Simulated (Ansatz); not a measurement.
# RbYbF3 (Pm-3m): following an unstable mode, part 3 of 3

Wanted: the energy along a soft mode of RbYbF3 (Pm-3m) and the structure at the end.

Ansatz 0.2.0; DFT PBEsol+U, scalar-relativistic, plane waves, PAW.

So far. Step 5 (Energy along the mode, all amplitudes (two of the runs …): The lowest of the steps tried is at 0.32 Å, 8.94 meV/atom below the parent; the bottom of the well need not coincide with a step. Step 7 (The new phase in its own primitive cell): The largest force component left is 0.43 meV/Å and the pressure is 0.002 GPa, within the tolerances set. The cell now holds 18.35 Å³/atom. The relaxed cell has a = 6.410, c = 15.468 Å (conventional setting).

### Step 8. Modes of the new phase, k-mesh 6×6×6

A relaxed structure may still be a saddle point, so its zone-centre modes are computed. The response to a homogeneous field gives the Born charges and the dielectric tensor.

File input.yaml:

```yaml
crystal:
  lattice:
    - [3.2051510612, 1.850494828, 5.1560291484]
    - [-3.2051510612, 1.850494828, 5.1560291484]
    - [0.0, -3.7009896559, 5.1560291484]
  atoms:
    - { symbol: Rb, position: [0.25, 0.25, 0.25] }
    - { symbol: Rb, position: [0.75, 0.75, 0.75] }
    - { symbol: Yb, position: [0.5, 0.5, 0.5] }
    - { symbol: Yb, position: [0.0, 0.0, 0.0] }
    - { symbol: F, position: [0.25, 0.8116087186, 0.6883912814] }
    - { symbol: F, position: [0.75, 0.1883912814, 0.3116087186] }
    - { symbol: F, position: [0.1883912814, 0.3116087186, 0.75] }
    - { symbol: F, position: [0.8116087186, 0.6883912814, 0.25] }
    - { symbol: F, position: [0.6883912814, 0.25, 0.8116087186] }
    - { symbol: F, position: [0.3116087186, 0.75, 0.1883912814] }
kpoints:
  mp_grid: { grid: [6, 6, 6] }
hamiltonian:
  xc: pbesol
  hubbard: { sites: [{ species: Yb, l: f, u_eff: 6.0 }] }
scf:
  occupations: { method: fixed }
  convergence: { dr2_threshold: 1.0e-10 }
output:
  eigenvalues: true
phonons:
  method: dfpt
  dielectric: true
  rigid_motions: translations
```

Launch:

```bash
ansatz run input.yaml --threads 8 --pin off --max-ram 14336MiB --backend cpu --events-out ev --progress --plain --runs-dir out
```

Numbers of over 12 decimals in the logs are rounded to 6 here.

Output:

```text
[...]
Crystal: 10 atoms, lattice volume = 183.486 Å³
Basis set: ecut = 420 eV, 3617 PW (Γ), exchange–correlation on 96×96×96 points (8 copies of the dense FFT grid, shifted against one another)
Bands: 65, of which v1, the nominal top of the filled ones, is band 54 counted from 1 (53 counted from 0)
Symmetry: 12 space group operations
k-points: 112 of 216 (irreducible under 1 space group operation, time reversal used)
[...]
SCF iter   1: F=—  HF=-38610.910359 eV  |F-HF|=—  |Δ(HF+E_count)|=         —  Δρ=9.78e-2  dr2=1.63e1  ethr=3.10e-3  ⟨swp⟩=5.9  Hψ=27685  notcnv=0  defer=798
[...]
SCF iter  14: F=-38605.457914 eV  HF=-38605.457914 eV  |F-HF|=7.28e-12  |Δ(HF+E_count)|=  1.46e-10  Δρ=7.56e-8  dr2=1.42e-11  ethr=1.00e-12  ⟨swp⟩=18.5  Hψ=69811  notcnv=0
SCF 1 converged in 14 iterations: F = -38605.457914 eV  dr2 = 1.42e-11
[...]
NSCF: frozen V_eff on 6 k-points
[...]
DFPT response loops at Γ: preconditioner auto → Resta (q_TF=auto, 2.498 Å⁻¹)  ε∞=6.8 (no band partly filled); β = 1.00, the filter's whole step (`scf.mixing.beta` (0.50) is not read by the response loops at its default; to damp them type it under 1.00, their step now; it binds the ground state too); Broyden in place of MSR1
── the response to a field inside a basis, on 6×6×6 k-points: an SCF that follows is theirs, and a resumed run solves both again ──
Bands: 55, of which v1, the nominal top of the filled ones, is band 54 counted from 1 (53 counted from 0)
k-points: 28 of 216
[...]
Eigensolver: Dense (28 Hₖ)
SCF iter   1: F=—  HF=-38605.161723 eV  |F-HF|=—  |Δ(HF+E_count)|=         —  Δρ=5.79e-4  dr2=1.60e-4  ethr=1.00e-1
[...]
SCF iter   9: F=-38605.161878 eV  HF=-38605.161878 eV  |F-HF|=2.91e-11  |Δ(HF+E_count)|=  2.11e-10  Δρ=1.18e-7  dr2=2.35e-11  ethr=1.00e-12
SCF 1 converged in 9 iterations: F = -38605.161878 eV  dr2 = 2.35e-11
[...]
SCF converged after 14 iterations
Free energy (F): -38605.457914 eV
[...]
Internal energy: -38605.457914 eV  (E = F + TS)
E sigma→0 (E₀):  -38605.457914 eV
Fermi energy:    7.999522 eV
[...]
--- Band table (eV; the first three rows and the last of 112) ---
  k-point 0: bands = [... 50 lower, 7.8495, 7.9768, 7.9768, 7.9995, 9.3123, 12.2929, 12.2929, 12.6005, ... 7 higher]
  k-point 1: bands = [... 50 lower, 7.8433, 7.9589, 7.9614, 7.9817, 9.6177, 12.4261, 12.4269, 12.6537, ... 7 higher]
  k-point 2: bands = [... 50 lower, 7.8441, 7.9170, 7.9222, 7.9378, 10.4026, 12.3234, 12.6948, 12.7532, ... 7 higher]
  k-point 111: bands = [... 50 lower, 7.8731, 7.8731, 7.8799, 7.8799, 11.5468, 11.5468, 12.8321, 12.8321, ... 7 higher]
Occupation matrices written to <dir>
[...]
k mesh reduced under 1 symmetry operation, with k and −k counted as one. Each operation leaves every solved perturbation unchanged. A smaller set is not considered because the run has a Hubbard term
  ASR residual: 3.263e-5 → 0.000e0 eV/Å²; symmetrization residual: 7.234e-8 eV/Å²
  ASR residual per site (eV/Å²): 1.56e-6 1.56e-6 2.35e-5 2.35e-5 3.12e-5 3.12e-5 3.26e-5 3.26e-5 3.12e-5 3.12e-5
  Γ frequencies (cm⁻¹): -33.13 -33.13 0.00 0.00 0.00 19.88 40.39 45.02 45.02 89.21 89.21 93.52 93.52 106.03 117.71 118.01 118.01 123.48 155.31 155.31 155.99 170.93 197.27 197.27 330.45 336.86 336.86 363.02 363.02 450.45
  ε∞ (high-frequency dielectric tensor):
        2.351324     0.000000    -0.000000
       -0.000000     2.351324    -0.000000
        0.000000    -0.000000     2.328342
  softest optical mode at Γ: -33.13 cm⁻¹; the repairs (sum rule, projections) moved no ω² at Γ by more than (0.71 cm⁻¹)²
  Born effective charges Z* (e; rows j = field, columns β = displacement):
    site 0:
         1.27202   -0.00000   -0.00000
         0.00000    1.27202   -0.00000
        -0.00000   -0.00000    1.19350
    site 1:
         1.27202   -0.00000   -0.00000
         0.00000    1.27202   -0.00000
        -0.00000   -0.00000    1.19350
    site 2:
         2.43949   -0.05268    0.00000
         0.05268    2.43949   -0.00000
        -0.00000   -0.00000    2.35075
    site 3:
         2.43949    0.05268   -0.00000
        -0.05268    2.43949   -0.00000
         0.00000   -0.00000    2.35075
    site 4:
        -1.37425   -0.23743    0.36566
        -0.23743   -1.10009    0.21111
         0.37116    0.21429   -1.18142
    site 5:
        -1.37425   -0.23743    0.36566
        -0.23743   -1.10009    0.21111
         0.37116    0.21429   -1.18142
    site 6:
        -0.96301   -0.00000   -0.00000
         0.00000   -1.51133   -0.42223
         0.00000   -0.42858   -1.18142
    site 7:
        -0.96301   -0.00000   -0.00000
         0.00000   -1.51133   -0.42223
         0.00000   -0.42858   -1.18142
    site 8:
        -1.37425    0.23743   -0.36566
         0.23743   -1.10009    0.21111
        -0.37116    0.21429   -1.18142
    site 9:
        -1.37425    0.23743   -0.36566
         0.23743   -1.10009    0.21111
        -0.37116    0.21429   -1.18142
  Z* charge neutrality: 1.049e-2 e pre-enforcement
  solved inside a basis spanned on kpoints, on 6×6×6 k-points, its susceptibility summed on 10×10×10: ε∞ is read to err by 6.4e-3, Z* by 2.8e-2 e (field_mesh: kpoints solves on kpoints); Z* is corrected for what the basis lacks
  optical modes at Γ without the LO–TO term, one row a degenerate level:
      ω (cm⁻¹)  modes    IR ((D/Å)²/amu)
        -33.13      2             0.0000
         19.88      1             3.5121
         40.39      1             0.0000
         45.02      2             2.0582
         89.21      2             0.0000
         93.52      2             0.0001
        106.03      1             2.6989
[...]
optical modes at Γ + LO–TO along q̂ = [1.0000, 0.0000, 0.0000]:
      ω (cm⁻¹)  modes    IR ((D/Å)²/amu)
[...]
optical modes at Γ + LO–TO along q̂ = [0.0000, 1.0000, 0.0000]:
      ω (cm⁻¹)  modes    IR ((D/Å)²/amu)
[...]
optical modes at Γ + LO–TO along q̂ = [0.0000, 0.0000, 1.0000]:
      ω (cm⁻¹)  modes    IR ((D/Å)²/amu)
[...]
117.71      1             0.0000
        118.01      2             4.2701
        123.48      1             0.0000
        155.31      2             8.8159
        155.99      1             0.0000
        166.40      1             2.5346
        170.93      1             0.0000
        197.27      2             0.0000
        336.86      2            14.4763
        363.02      2             0.0000
        395.66      1            11.0373
        450.45      1             0.0000
```

Run time: 3.8 min. Hardware: 8 threads of Intel Xeon Platinum 8488C (Sapphire Rapids), shared host; peak memory 6.9 GiB.

Numbers from this step:

```yaml
sum_rule_residual_before_enforcement: 3.26e-5 eV/Å²
miss_of_the_charge_sum_rule: 0.01049 e
estimated_error_of_the_dielectric_tensor: 0.006423
estimated_error_of_the_born_charges: 0.02844 e
point_group: -3m
highest_optical_mode_at_the_zone_centre_no_lo_to_term: 450.4 cm⁻¹
lowest_optical_zone_centre_mode: -33.13 cm⁻¹
mean_high_frequency_dielectric_constant: 2.344
largest_born_charge_third_of_the_trace: 2.410 e
top_of_the_zone_centre_spectrum_with_the_field: 450.4 cm⁻¹
```

Without the LO-TO term. Patterns of degenerate modes are one choice out of their space. The modes at Γ (shares of kinetic energy by element, %) (negative means imaginary):

```csv
mode,frequency (cm⁻¹),symmetry,Rb %,Yb %,F %
1,-33.1,Eg,15,0,85
2,-33.1,Eg,15,0,85
3,0.0,acoustic,27,55,18
4,0.0,acoustic,27,55,18
5,0.0,acoustic,27,55,18
6,19.9,A2u,59,5,36
7,40.4,A2g,95,0,5
8,45.0,Eu,23,4,73
9,45.0,Eu,23,4,73
10,89.2,Eg,85,0,15
11,89.2,Eg,85,0,15
12,93.5,Eu,46,27,27
13,93.5,Eu,46,27,27
14,106.0,A2u,14,34,53
15,117.7,A1u,0,74,26
16,118.0,Eu,3,67,30
17,118.0,Eu,3,67,30
18,123.5,A1g,0,0,100
19,155.3,Eu,1,41,58
20,155.3,Eu,1,41,58
21,156.0,A1u,0,26,74
22,170.9,A2g,5,0,95
23,197.3,Eg,0,0,100
24,197.3,Eg,0,0,100
25,330.4,A2u,0,6,94
26,336.9,Eu,0,6,94
27,336.9,Eu,0,6,94
28,363.0,Eg,0,0,100
29,363.0,Eg,0,0,100
30,450.4,A2g,0,0,100
```

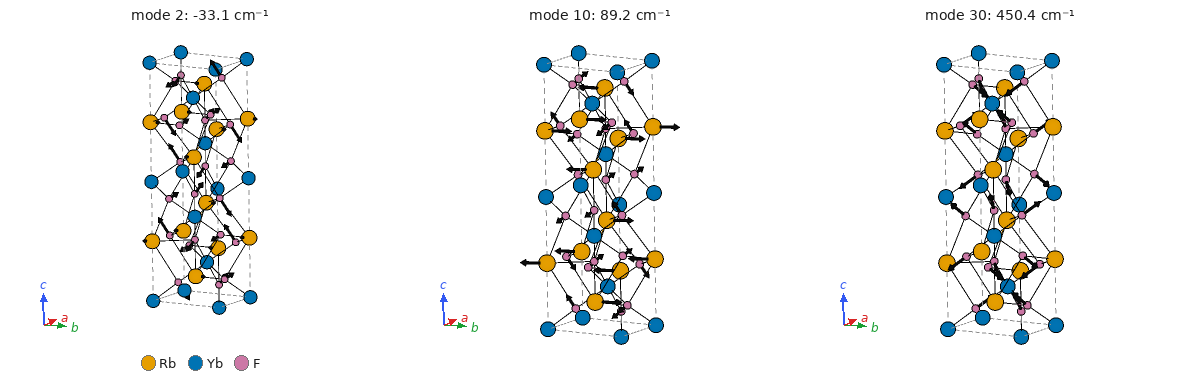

Displacement patterns of modes 2, 10 and 30 at Γ; arrows are exaggerated. Bonds to atoms that aren't drawn are left out. Some periodic images of atoms are drawn too.

Optical modes at the zone centre, without and with the macroscopic field of the longitudinal modes; each column is sorted by frequency, so a row need not hold one and the same mode. Modes with and without the field, by row:

```csv
rank among optical modes,no field (cm⁻¹),"q along (1, 0, 0) (cm⁻¹)","q along (0, 0, 1) (cm⁻¹)"
1,-33.1,-33.1,-33.1
2,-33.1,-33.1,-33.1
3,19.9,19.9,40.4
4,40.4,40.4,45
5,45,45,45
6,45,59.4,72.5
7,89.2,89.2,89.2
8,89.2,89.2,89.2
9,93.5,93.5,93.5
10,93.5,93.5,93.5
11,106,106,117.7
12,117.7,117.7,118
13,118,118,118
14,118,123.5,123.5
15,123.5,128.9,155.3
16,155.3,155.3,155.3
17,155.3,156,156
18,156,170.9,166.4
19,170.9,197.3,170.9
20,197.3,197.3,197.3
21,197.3,211.4,197.3
22,330.4,330.4,336.9
23,336.9,336.9,336.9
24,336.9,363,363
25,363,363,363
26,363,402.4,395.7
27,450.4,450.4,450.4
```

Born charge (rows field, columns displacement) (e), principal values of the symmetric part by kind of site:

```csv
atom,atoms with these values,low,middle,high,mean
Rb1,2,1.19,1.27,1.27,1.25
Yb3,2,2.35,2.44,2.44,2.41
F5,6,-1.80,-0.96,-0.89,-1.22
```

In full for Yb3:

```
 2.44 -0.05  0.00
 0.05  2.44  0.00
 0.00  0.00  2.35
```

High-frequency dielectric tensor:

```
2.35 0.00 0.00
0.00 2.35 0.00
0.00 0.00 2.33
```

Transverse modes; imaginary modes are left out. Infrared lines, with heights relative to the strongest:

```csv
position (cm⁻¹),lines merged,relative intensity
20,1,24
40,1,0.0
45,1,14
89,1,0.0
94,1,0.0
106,1,19
118,2,29
124,1,0.0
155,1,61
156,1,0.0
171,1,0.0
197,1,0.0
330,1,52
337,1,100
363,1,0.0
450,1,0.0
```

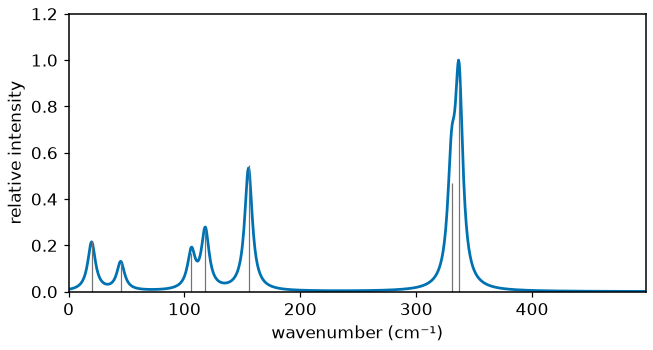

The infrared spectrum, broadened with Lorentzians of width 8 cm⁻¹; bars mark the lines.

Before it was imposed, the acoustic sum rule was missed by 3.3e-5 eV/Å² and the charge sum rule by 0.010 e. Small misses are needed for a sound result but don't prove that mesh and cutoff are converged. The lowest optical mode is imaginary, 33.1i cm⁻¹, so the energy falls along it.

### Step 9. Summary of results

* unstable mode of the parent: q = (-0.5, -0.5, -0.5), 81i cm⁻¹
* depth at the lowest point sampled: 8.94 meV/atom
* largest atomic shift at that point: 0.32 Å
* space group reached (within 0.01 Å): R-3c
* energy gained over the parent (first relaxation, on the mesh of the frozen mode): 10.9 meV/atom
* volume per atom, phase reached: 18.3 Å³
* gap on the k-mesh, phase reached: 1.31 eV
* lowest optical zone-centre mode, phase reached: -33.1 cm⁻¹
* highest optical mode at the zone centre (no LO-TO term), phase reached: 450 cm⁻¹

Along this mode the structure falls into R-3c, 10.9 meV/atom below the parent. At the parent's cell the well is 8.938 meV/atom deep on the steps tried, with its lowest point at a shift of 0.32 Å. Relaxing atoms and cell changes the gain by +1.99 meV/atom against the lowest step (energies at zero smearing). The new phase still has an imaginary mode at the zone centre of its cell, so it is a saddle point on the way to a lower structure. Of the 3 patterns followed to their end from this parent, this one ends 1.10 meV/atom above the lowest, Imma. Another end point lies within 1 meV/atom; how such a difference moves with mesh and cutoff was not tested. Each path keeps the symmetry of its pattern, so a lower phase may lie along a pattern not tried. Spin-orbit coupling is left out, which can matter for the heavy elements here.

[Logs are printed without paths, hosts, clocks, repeated set-up lines and the standing remarks that a program may print on its own settings, such as how far it seeks lower states.]

[Hosts, paths, dates, database ids (printed as entryN), source tags and the programs' standing remarks are cut or masked in the printed files.]
